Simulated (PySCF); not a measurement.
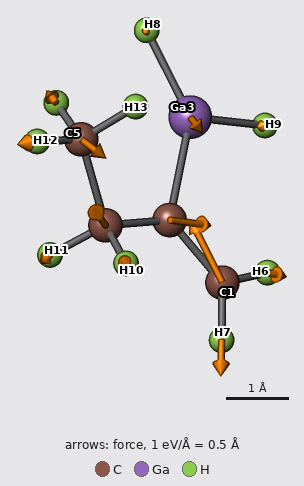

Starting geometry of C4H9Ga with the computed forces as orange arrows. A ball-and-stick model, seen from a free direction.

The start comes from GFN2-xTB. Its atoms were then displaced at random by about 0.01 Å.

Computed with PySCF, PBE0-D3(BJ)/def2-SVP geometry optimisation, gas phase. 

**What follows when this structure is relaxed?**

It isn't relaxed: the largest force vector, on a C atom, is 2.34 eV/Å. The final displacements have little in common with the starting forces (cosine between the two patterns 0.05). Over 9 geometry steps the energy falls by 0.260 eV. The atom that moves furthest after the best rigid fit is an H atom (0.88 Å). By element the largest moves are H 0.88 Å, Ga 0.38 Å, C 0.33 Å. Near-neighbour distances that change, for instance: C–Ga 2.019 → 1.963 Å, C–C 1.466 → 1.506 Å, C–H 1.062 → 1.100 Å, Ga–H 1.610 → 1.573 Å. Among the angles between lasting bonds that change: C–Ga–H 131.1° → 121.6°, H–Ga–H 115.0° → 120.8°, C–C–H 118.3° → 122.2°. Groups turn about C–C by about 40°. The run took 72 s on 1 thread of Arm Neoverse V2 (shared host).
